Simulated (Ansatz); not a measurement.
Consider BN in the zinc blende structure (space group F-43m, No. 216; a = 3.606 Å).

Now apply this change: full substitution B → Al, then cell and atoms are relaxed.

All numbers come from Kohn–Sham DFT with the PBEsol functional, run in Ansatz (an electronic-structure program) with PAW and 420 eV plane waves, no SOC.

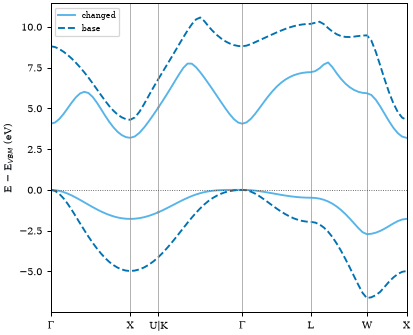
Highest valence and lowest conduction band along the path, each from its own valence-band maximum

### Question
From the figure, how large is the changed gap, and is it direct?

### Answer
About 3.2 eV, indirect, Γ → X.

Whether these cells are dynamically stable was not tested. This is not the structure that AlN has at room temperature and ambient pressure.
